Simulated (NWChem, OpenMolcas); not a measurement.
**How basis sets differ on SiN2H4F (SMILES N[Si](N)F)**

SiN2H4F has 8 atoms, charge 0, and is taken as a doublet. SMILES: `N[Si](N)F`. Geometry: relaxed at PBE0-D4/def2-TZVP. This is one conformer, not always the lowest.

```xyz
8

N    -0.8149    1.0315   -0.3599
Si    0.5172   -0.0207   -0.5813
N     0.7803   -0.7933    0.9107
F     0.0453   -0.9712   -1.7940
H    -1.3317    1.3489   -1.1650
H    -0.7638    1.7447    0.3502
H     1.6486   -1.2548    1.1205
H     0.0111   -1.1423    1.4632
```

Quantity: the dipole moment, in D. The values are calculated.

| level | kind | program | value (D) | CPU time |
| --- | --- | --- | --- | --- |
| ROHF/ANO-R0 (sfX2C) | Hartree–Fock | OpenMolcas | 1.03 | 4.4 s |
| ROHF/ANO-XS-MB (DKH2) | Hartree–Fock | OpenMolcas | 2.87 | 4.3 s |
| UHF/STO-3G | Hartree–Fock | NWChem | 1.54 | 1.8 s |
| UHF/3-21G | Hartree–Fock | OpenMolcas | 2.23 | 2.7 s |
| UHF/def2-SVPD | Hartree–Fock | OpenMolcas | 2.05 | 24 s |

The values span 1.03 to 2.87 D. Magnitudes only. Sets without polarisation functions give poor dipoles. Times are those of the runs behind each value, whatever else they computed, on shared processors of several kinds: orders of magnitude only.

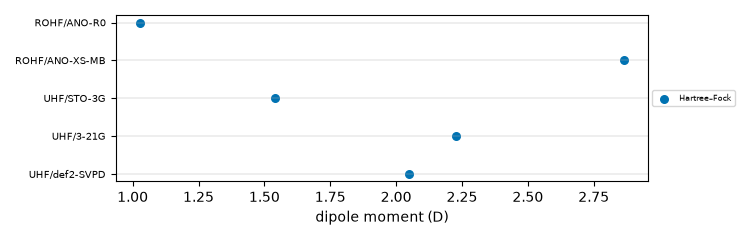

The values of the table, level by level.
